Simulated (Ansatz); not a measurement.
# CH5ClSi: what the fields show

Input file:

```
crystal:
  periodic: [false, false, false]
  atoms:
    - { symbol: Si, position_ang: [0.0, 0.0, 0.0] }
    - { symbol: C, position_ang: [0.0, 0.0, 1.87] }
    - { symbol: H, position_ang: [-0.9996, -0.3092, 2.2405] }
    - { symbol: H, position_ang: [0.7676, -0.7111, 2.2405] }
    - { symbol: H, position_ang: [0.232, 1.0203, 2.2405] }
    - { symbol: Cl, position_ang: [2.0086, 0.0, -0.7093] }
    - { symbol: H, position_ang: [-0.6877, 1.1914, -0.4862] }
    - { symbol: H, position_ang: [-0.6877, -1.1914, -0.4862] }
basis:
  gaussian: { orbitals: def2-SVPD }
hamiltonian:
  xc: b3lyp
relax:
  f_tol: 0.02
  max_steps: 40
output:
  orbitals: {}
```

Run with:

```sh
ansatz run input.yaml --threads 2 --pin off --max-ram 3072MiB --backend cpu --events-out ev --progress --plain --runs-dir out
```

The fields are those of the run's last geometry, not of the input's.

Computed with Ansatz, RKS B3LYP/def2-SVPD.

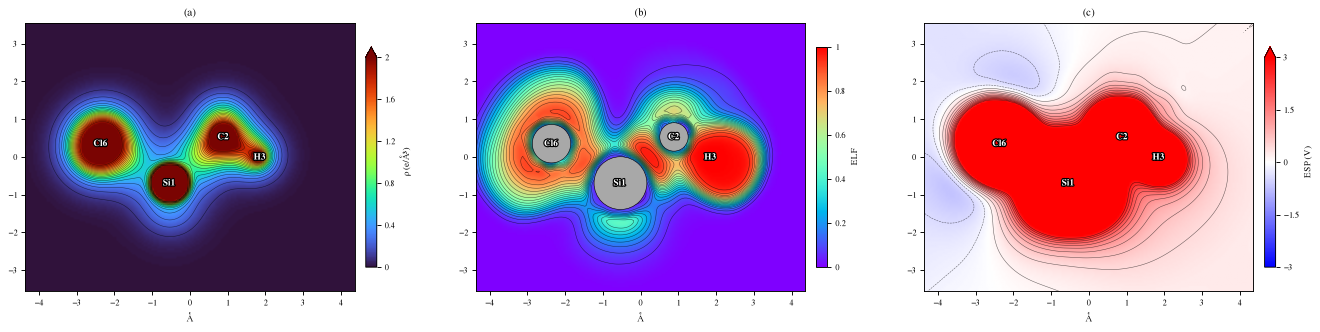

Figure 1. (a) total electron density; (b) ELF; (c) electrostatic potential on the plane of atoms Si1, C2 and H3. Grey discs cover the atomic cores in the ELF map.

Read the bonding off the picture.

Answer.
- Atoms in the plane: Si, C, H and Cl.
- C–Si (1.87 Å): the density is about 0.97 e/Å³ at the midpoint; the ELF peaks at about 0.95 between the atoms: localised, covalent bonding.
- Si–Cl (2.11 Å): the density is about 0.79 e/Å³ at the midpoint; the ELF peaks at about 0.90 between the atoms: a shared but strongly polarised pair.
- C–H (1.10 Å): ρ is about 1.9 e/Å³ halfway; the ELF climbs to about 1 towards the hydrogen, as it does in any bond to H; an ordinary covalent bond to hydrogen.
- The ELF also peaks beside Cl6, away from the bonds: lone-pair regions.
- Outside the dense part of the molecule the potential is most negative (−0.7 V) near Cl6.

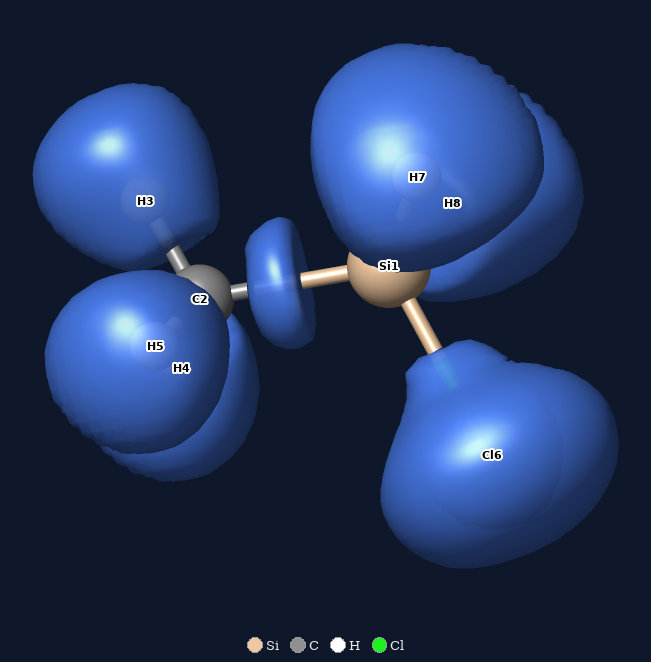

Figure 2. Isosurface of the electron localisation function at 0.8 (blue), seen across its widest extent. Only the valence region is drawn (cores and ρ < 0.01 e/Å³ removed).

Describe the localisation domains.

Answer. At this value the surface marks out one region between bonded C–Si atoms (shared pairs), five regions around hydrogen nuclei and one region on Cl in which the atom's valence shell and bonds are merged.

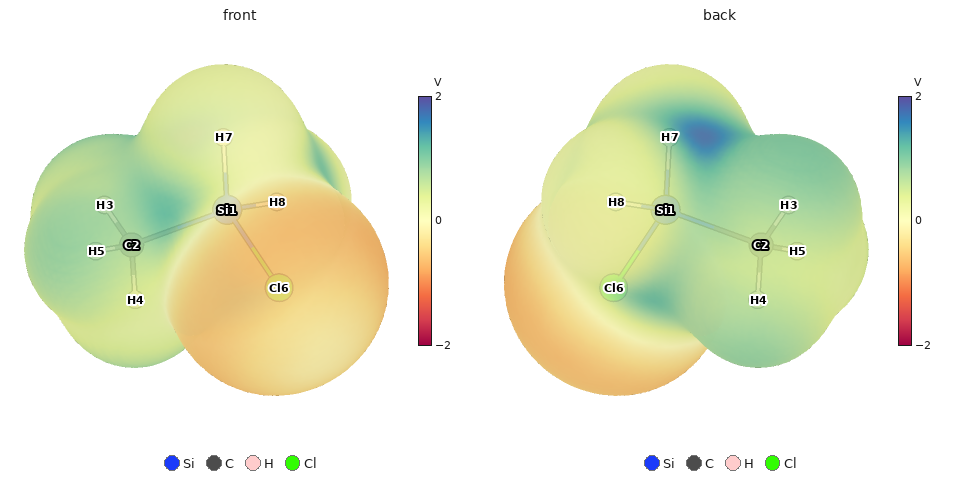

Figure 3. The molecular electrostatic potential painted on the density surface at 0.002 e/bohr³, seen from the front and from behind; red is negative and blue positive.

Describe the electrostatic potential map.

Answer. The most negative region (about −0.7 V, or −16 kcal/mol for a unit charge) lies over Cl6, the most positive (about +1.6 V, or +37 kcal/mol for a unit charge) over Si1.

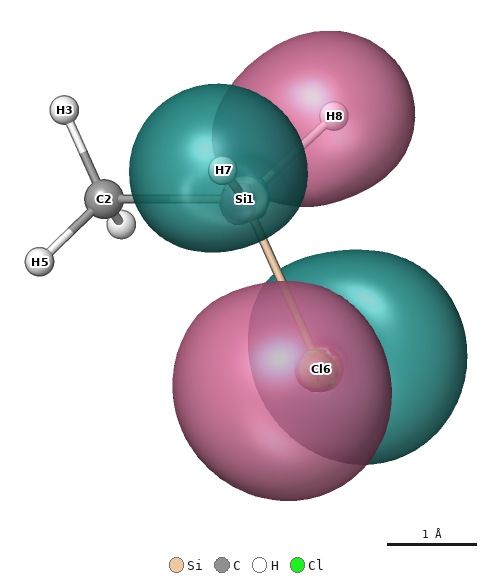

Figure 4. The HOMO−1 at ±0.08 Å⁻³ᐟ² (teal and pink are the two phases), seen at a tilt.

What is the character of this orbital?

Answer. It lies mainly on Cl6 (about 70 %), Si1 (about 15 %), H7 (about 10 %) and H8 (about 10 %); largely a lone pair of Cl6. Its energy is −8.54 eV.
